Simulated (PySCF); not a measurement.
Electron detachment energy of K⁻ ([Ar] 4s² → [Ar] 4s). PySCF, dyall-acv3z, spin-free X2C-1e, unrestricted single determinants, no spin-orbit coupling. Methods marked “valence” freeze 18 core electrons.

The results, method by method:

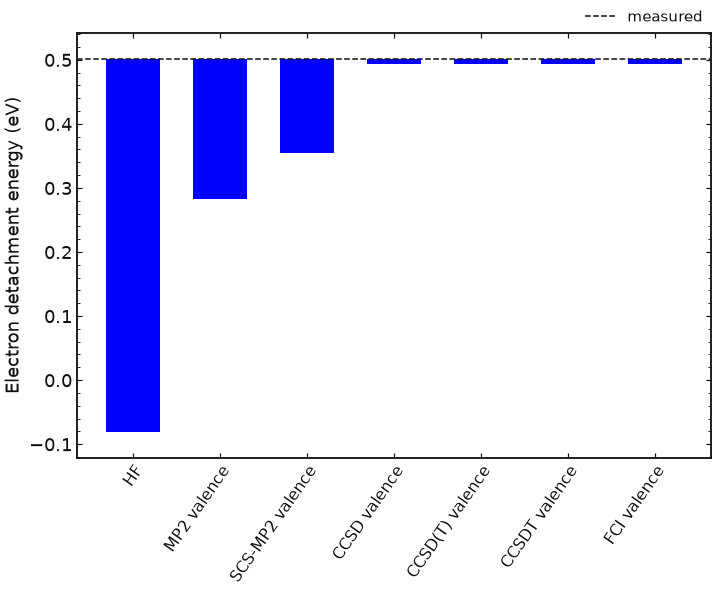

| Method | Electron detachment energy (eV) |
| --- | --- |
| HF | −0.081 |
| MP2 valence | 0.282 |
| SCS-MP2 valence | 0.355 |
| CCSD valence | 0.493 |
| CCSD(T) valence | 0.493 |
| CCSDT valence | 0.493 |
| FCI valence | 0.493 |

The values run from −0.081 eV (HF) to 0.493 eV (CCSD valence, CCSD(T) valence, CCSDT valence and FCI valence). The measured value is 0.501 eV; nearest to it come CCSD valence (−0.009) and FCI valence (−0.009), furthest HF (−0.582 eV).

Known limits: large single amplitudes.
